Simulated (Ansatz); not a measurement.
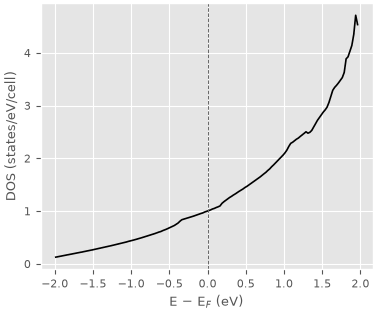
Figure. Density of states of ScS (Fm-3m) near the Fermi level, PBEsol, rigid bands run with Ansatz (a program for electronic structure).

Q: With 2 atoms a cell, what bare Sommerfeld coefficient γ = (π²/3) k_B² N(E_F) follows?

A: N(E_F) ≈ 1.00 states/eV a cell at 300 K, so γ ≈ 1.18 mJ/(mol of atoms·K²), before electron-phonon enhancement.

Q: How far does the Fermi level move in a rigid band for 0.1 electron a cell added or removed?

A: 97 meV and -103 meV.

A metal at this level (no band gap); rigid bands, thermally averaged at 300 K, both spins. Spin-orbit coupling is left out. Geometry: cell and atoms relaxed with PBEsol.

Formula and space group known from diffraction (Crystallography Open Database), not checked to be the room-temperature form: ScS (Fm-3m).
